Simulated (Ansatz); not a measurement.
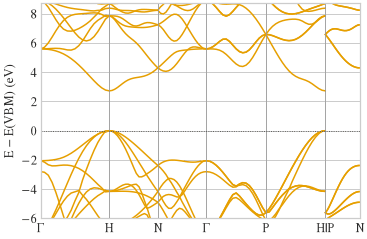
Band structure from plane-wave PAW r²SCAN (Ansatz code)

Question: Read off the gap and where the band edges lie.

Answer: About 2.7 eV (2.72 eV by a search for the band edges); maximum at H, minimum at H.

The material is C in space group Ia-3 (No. 206; C on 16c).

The start of the workflow was typed in or built on a structure type; neither database checked (COD, Materials Project) lists it. It is not the phase usual at ambient conditions (space group No. 194, 227). Symmetry was held in the r²SCAN relaxation; its stability against distortions is not shown here.

Potentials: the later of the program's two PAW sets.
